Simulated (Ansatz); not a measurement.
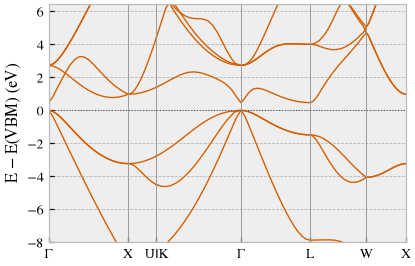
Fig. 1. Band structure from r²SCAN+D4 (plane waves, PAW; program Ansatz)

Problem. Read off the gap and where the band edges lie.

Solution. About 0.5 eV (0.46 eV by a search for the band edges); maximum at Γ, minimum at Γ.

The material is Ge (diamond, space group No. 227).

Space group Fd-3m (diamond). The cell was relaxed with r²SCAN+D4 under the symmetry of its start. Scalar-relativistic: spin–orbit coupling is off unless named, which matters more the heavier the elements.

Potentials: the later of the program's two PAW sets.
